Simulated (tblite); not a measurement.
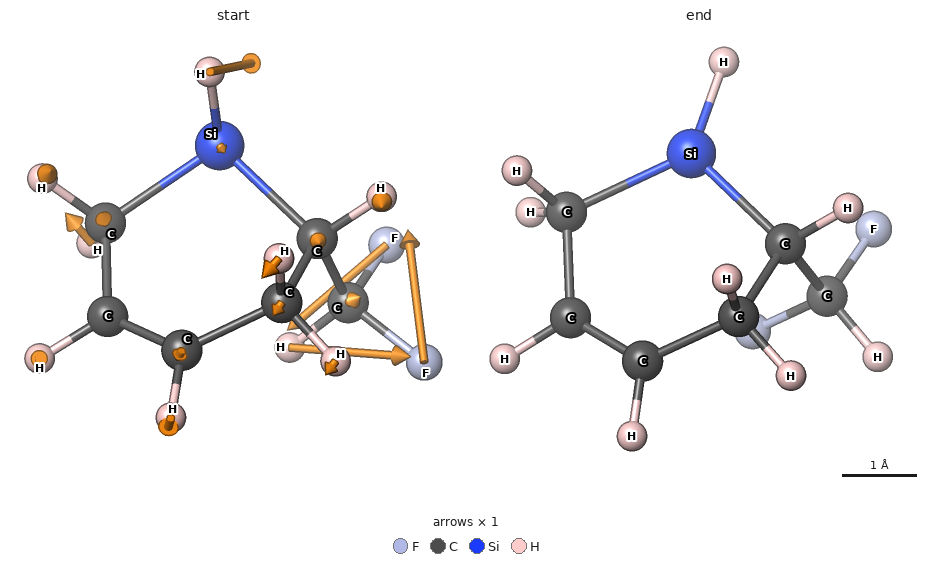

The structure of C6H9F2Si (charge +1) before (left) and after (right) a relaxation, at one scale. The orange arrows give the displacements, at their true length.

The picture is a ball-and-stick view, seen from a free direction.

These are results of GFN2-xTB geometry optimisation, gas phase (tblite), not measurements. 

### Describe what moved and what it gained.

The energy falls by 89.4 kJ/mol in 140 geometry steps. An F atom moves most after the best rigid fit: 2.06 Å. Largest moves by element: F 2.06 Å, H 1.86 Å, C 0.29 Å, Si 0.15 Å. Near-neighbour distances that change, for instance: H–Si 1.488 → 1.456 Å, C–C 1.344 → 1.322 Å, C–F 1.374 → 1.352 Å, C–H 1.082 → 1.098 Å. Bond angles that change, for instance: C–Si–H 109.3° → 131.4°, C–Si–H 108.7° → 120.1°, C–C–Si 111.9° → 104.6°. Groups turn about C–C by about 115°.
